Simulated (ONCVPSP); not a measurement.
Pseudopotential generation, with input and output: As

Arsenic (As, Z = 33), core [Ar] 3d10, reference valence 4s2 4p3, valence charge 5. Computed at this level: ONCV potential, PBE, non-relativistic, made with ONCVPSP 4.0.1.

## Results in brief

- outcome: generated, with a spurious state above the valence levels
- cutoffs needed: 30 Ha and 42 Ha (the cutoffs at which the residual kinetic energy of the hardest occupied pseudo-wave falls to 1 and 0.1 mHa per electron)
- ghost test: no bound ghost flagged; GHOST(+) flagged for s at 26.1 eV
- largest excitation error: +24 meV (all-electron minus pseudo) for 4s2 4p0, out of 4 test configurations
- clearest signs, in the scattering phases, of states that the all-electron atom lacks: s near 1.0 Ha
- range over which the phases arctan(r R′/R) at the test radius agree within 0.05 rad (a looser test near the poles than one of phase shifts): s: up to about 0.5 Ha; p: up to about 3.8 Ha; d: not judged, local potential alone; f: not judged, local potential alone
- hardware: 1 CPU thread, shared host
- wall time: 1.7 s

## Notes

The scattering phases show an s state near 1.0 Ha, 1.5 Ha above the channel's reference energy, that the all-electron atom lacks; it spoils states at that energy.

## Input file
```
# ATOM AND REFERENCE CONFIGURATION
# atsym  z   nc   nv     iexc    psfile
  As 33.00    6    2        4      upf
#
#   n    l    f
    1    0    2.00
    2    0    2.00
    2    1    6.00
    3    0    2.00
    3    1    6.00
    3    2   10.00
    4    0    2.00
    4    1    3.00
#
# PSEUDOPOTENTIAL AND OPTIMIZATION
# lmax
    1
#
#   l,   rc,      ep,       ncon, nbas, qcut
    0    1.70    0.00    4    7    3.40
    1    1.85    0.00    4    9    3.90
#
# LOCAL POTENTIAL
# lloc, lpopt,  rc(5),   dvloc0
    4    5    1.30    2.00
#
# VANDERBILT-KLEINMAN-BYLANDER PROJECTORs
# l, nproj, debl
    0    1    1.80
    1    2    1.30
#
# MODEL CORE CHARGE
# icmod, fcfact, rcfact
    0    0.00    0.00
#
# LOG DERIVATIVE ANALYSIS
# epsh1, epsh2, depsh
   -2.00    5.00    0.02
#
# OUTPUT GRID
# rlmax, drl
    6.00    0.01
#
# TEST CONFIGURATIONS
# ncnf
    4
# nvcnf
#   n    l    f
    2
    4    0    2.00
    4    1    2.00
#
    2
    4    0    2.00
    4    1    1.00
#
    2
    4    0    2.00
    4    1    0.00
#
    2
    4    0    2.00
    4    1    2.50
#
```

The log's header says scalar-relativistic, as this program prints it for non-relativistic runs too.

Command:
```bash
oncvpspnr.x < As.dat > As.out
```

## The program's output (extracts)
```
ONCVPSP  (Optimized Norm-Conservinng Vanderbilt PSeudopotential)
scalar-relativistic version 4.0.1

#   n    l    f        energy (Ha)
    1    0    2.00    -4.2407402E+02
    2    0    2.00    -5.3176233E+01
    2    1    6.00    -4.7552413E+01
    3    0    2.00    -6.7592851E+00
    3    1    6.00    -4.8608596E+00
    3    2   10.00    -1.5333866E+00
    4    0    2.00    -5.1646151E-01
    4    1    3.00    -1.9224911E-01

Reference configufation results
  iterations    23
  all-electron total energy (Ha)   -2.23546834D+03

Begin loop to  construct optimized pseudo wave functions
and semi-local pseudopoentials for all angular momenta

Calculating optimized projector #   1

 for l=   0

    Fraction of norm inside rc  0.396223
    Optimizing pswf for qcut=   3.40 a_B^-1,  ecut=   5.77 Ha
    Residual kinetic energy error=  1.21D-02 Ha

    Energy error per electron        Cutoff
         Ha          eV             Ha
         0.01000     0.27211        6.07
         0.00100     0.02721       30.39
         0.00010     0.00272       40.52
         0.00001     0.00027       47.86

   Wellstate for l =  1  n =  5
     eigenvalue =   1.1078
     asymptotic potential =   1.6078
     half-point radius =  3.4158

Calculating optimized projector #   1

 for l=   1

    Fraction of norm inside rc  0.272971
    Optimizing pswf for qcut=   3.89 a_B^-1,  ecut=   7.58 Ha
    Residual kinetic energy error=  7.68D-04 Ha

    Energy error per electron        Cutoff
         Ha          eV             Ha
         0.01000     0.27211        2.33
         0.00100     0.02721        6.95
         0.00010     0.00272       41.94
         0.00001     0.00027       77.30

Calculating optimized projector #   2

 for l=   1

    Fraction of norm inside rc  0.226868
    Optimizing pswf for qcut=   3.89 a_B^-1,  ecut=   7.58 Ha
    Residual kinetic energy error=  2.57D-03 Ha

    Energy error per electron        Cutoff
         Ha          eV             Ha
         0.01000     0.27211        4.42
         0.00100     0.02721        9.37
         0.00010     0.00272       49.80
         0.00001     0.00027      101.19

Construct Vanderbilt / Kleinmman-Bylander projectors

B matrix Hermiticity error, ll=   1
   1   2    3.4984E-08

  Orthonormal projector coefficients  3.7746E+00  8.1734E-01

Pseudoatom total energy   -6.085572

Diagnostic tests using Vanderbilt-Kleinman-Bylander pseudopotentials
  1 or more projectors used as specified by nproj input data

   l    rcore       rmatch      e in        delta e   norm test  slope test

   0   1.7018865   1.7535594  -0.5164615   0.0000000   1.0000000   1.0000001

   1   1.8505564   1.9067433  -0.1922491   0.0000000   1.0000000   0.9999994
   1   1.8505564   1.9067433   1.1077509  -0.0000000   1.0000001   1.0000001

 Testing for bound ghosts
   n   l    E NL Schr. Eq   E Basis Diag.   E Cutoff

   1   0       -0.516462       -0.512632     43.18

   2   1       -0.192249       -0.179448    114.83

 Testing for highly-localized positive-energy ghosts
       l    <radius>/rc     E Basis Diag.   E Cutoff

       0        0.677913        0.957754     43.18  WARNING - GHOST(+)

Test configuration 0

   n   l     f        eae           eps        diff
   1   0  2.0000 -424.07401843
   2   0  2.0000  -53.17623256
   2   1  6.0000  -47.55241340
   3   0  2.0000   -6.75928509
   3   1  6.0000   -4.86085958
   3   2 10.0000   -1.53338661
   4   0  2.0000   -0.51646151   -0.51646150    7.51D-09
   4   1  3.0000   -0.19224911   -0.19224909    1.47D-08

    Total energies and differences
      AE_ref= -2.23546834D+03  AE_tst= -2.23546834D+03  dif=  0.00D+00
      PS_ref= -6.08557215D+00  PS_tst= -6.08557215D+00  dif= -7.99D-15
      PSP excitation error=  7.99D-15

Test configuration 1

   n   l     f        eae           eps        diff
   1   0  2.0000 -424.43646378
   2   0  2.0000  -53.53583310
   2   1  6.0000  -47.91239911
   3   0  2.0000   -7.11766181
   3   1  6.0000   -5.21920887
   3   2 10.0000   -1.89109491
   4   0  2.0000   -0.84007159   -0.84028292   -2.11D-04
   4   1  2.0000   -0.49097306   -0.49115484   -1.82D-04

    Total energies and differences
      AE_ref= -2.23546834D+03  AE_tst= -2.23513096D+03  dif=  3.37D-01
      PS_ref= -6.08557215D+00  PS_tst= -5.74811075D+00  dif=  3.37D-01
      PSP excitation error= -7.87D-05

Test configuration 2

   n   l     f        eae           eps        diff
   1   0  2.0000 -424.86952465
   2   0  2.0000  -53.96282576
   2   1  6.0000  -48.34017781
   3   0  2.0000   -7.54198535
   3   1  6.0000   -5.64341790
   3   2 10.0000   -2.31384734
   4   0  2.0000   -1.20793270   -1.20823464   -3.02D-04
   4   1  1.0000   -0.83260198   -0.83261884   -1.69D-05

    Total energies and differences
      AE_ref= -2.23546834D+03  AE_tst= -2.23447220D+03  dif=  9.96D-01
      PS_ref= -6.08557215D+00  PS_tst= -5.08915593D+00  dif=  9.96D-01
      PSP excitation error= -2.72D-04

Test configuration 3

   n   l     f        eae           eps        diff
   1   0  2.0000 -425.36188103
   2   0  2.0000  -54.44531726
   2   1  6.0000  -48.82392179
   3   0  2.0000   -8.02006768
   3   1  6.0000   -6.12125182
   3   2 10.0000   -2.78922076
   4   0  2.0000   -1.60787877   -1.60595308    1.93D-03

    Total energies and differences
      AE_ref= -2.23546834D+03  AE_tst= -2.23345523D+03  dif=  2.01D+00
      PS_ref= -6.08557215D+00  PS_tst= -4.07332944D+00  dif=  2.01D+00
      PSP excitation error=  8.72D-04

Test configuration 4

   n   l     f        eae           eps        diff
   1   0  2.0000 -424.24535625
   2   0  2.0000  -53.34651040
   2   1  6.0000  -47.72283834
   3   0  2.0000   -6.92910931
   3   1  6.0000   -5.03067853
   3   2 10.0000   -1.70297534
   4   0  2.0000   -0.67165222   -0.67173197   -7.97D-05
   4   1  2.5000   -0.33527826   -0.33535024   -7.20D-05

    Total energies and differences
      AE_ref= -2.23546834D+03  AE_tst= -2.23533705D+03  dif=  1.31D-01
      PS_ref= -6.08557215D+00  PS_tst= -5.95425830D+00  dif=  1.31D-01
      PSP excitation error= -1.56D-05
```

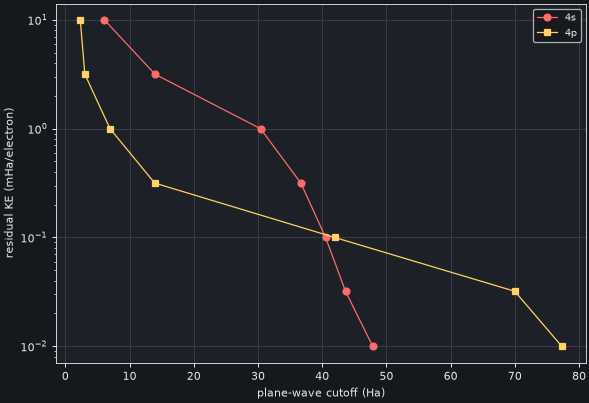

Figure 1. Residual kinetic energy of the pseudo-waves (the first of each channel, and further valence shells) beyond the plane-wave cutoff, as the generator prints it.

- Hardest wave at 1 mHa per electron: 4s, with rc = 1.70 bohr and qcut = 3.4 1/bohr. The optimisation minimises, but can't always remove, the kinetic energy above qcut²/2 = 5.8 Ha, and a larger rc would as a rule soften the wave at some cost in transferability.
- Cutoffs for 1 mHa per electron: 4s: 30 Ha; 4p: 7.0 Ha.
- Cutoffs for the occupied states: 30 Ha for 1 mHa and 42 Ha for 0.1 mHa per electron. The first is set by 4s.

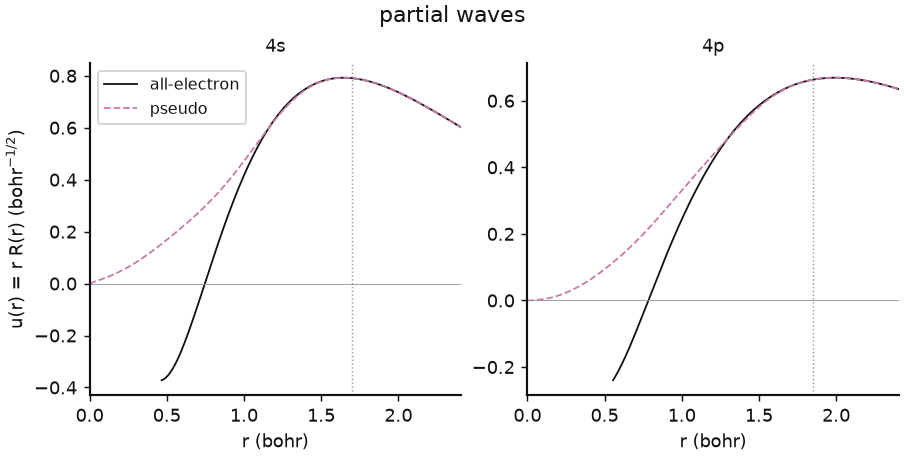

Figure 2. All-electron valence functions (solid) with their pseudo partners (dashed). Dotted lines mark the matching radii. The innermost oscillations of some all-electron curves aren't drawn. Pseudo-waves: 4s has no node; 4p has no node.

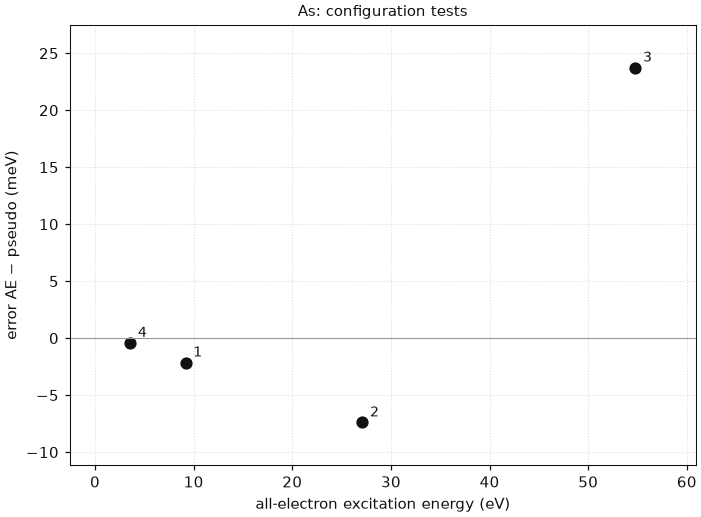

Figure 3. Errors, all-electron minus pseudo, of the energies of valence configurations relative to the unpolarised reference 4s2 4p3. Points: 1 = 4s2 4p2; 2 = 4s2 4p1; 3 = 4s2 4p0; 4 = 4s2 4p2.5.

- Worst configuration: 4s2 4p0 (charge +3): the error is +24 meV on an all-electron energy of +54.78 eV relative to the reference, or 0.043 %.
- Errors in meV: 4s2 4p2: -2.1; 4s2 4p1: -7.4; 4s2 4p0: +24; 4s2 4p2.5: -0.4.
- Configurations within 10 meV and within 50 meV: 3 and 4 of 4.
